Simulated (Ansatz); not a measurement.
AlF$_{2}$H$_{5}$Si$_{2}$

```xyz
10

Al    1.4714   -0.7220   -0.5246
F     1.0921   -2.3256   -0.2589
F     1.2593    0.0397    1.2848
Si   -0.4749    0.7426   -1.0291
Si   -0.1208    1.1184    1.2550
H     2.9526   -0.3519   -0.9458
H    -0.3123    2.0248   -1.7697
H    -1.8487    0.2134   -1.2485
H     0.4614    2.3872    1.7625
H    -1.0118    0.5358    2.2899
```

Geometry: B3LYP/6-31G*.

All numbers below come from isolated molecule in a Gaussian basis; Kohn-Sham density functional theory, functional PBE0 (Ansatz).

Question: What can the converged electron density and electron localisation function tell about the bonding?

Answer: Si–F (1.75 Å): the density is about 0.8 e/Å³ at the midpoint; the ELF peaks at about 0.85 in the valence shell of F, 0.5 Å from its nucleus, and is about 0.60 at the midpoint.
Si–Si (2.34 Å): the density is about 0.62 e/Å³ at the midpoint; the ELF peaks at about 0.95 between the atoms: localised, covalent bonding.
Al–Si (2.49 Å): ρ at the midpoint is about 0.46 e/Å³, with its minimum of 0.38 e/Å³ about 0.9 Å from Al; the ELF peaks at about 1 between the atoms (a covalent bond).

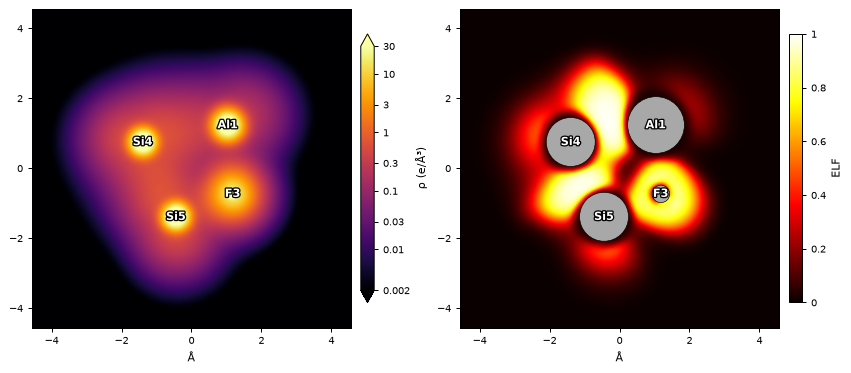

Computed electron density and electron localisation function on the plane of atoms Al1, F3 and Si5, in this order. Grey discs cover the atomic cores in the ELF map. 
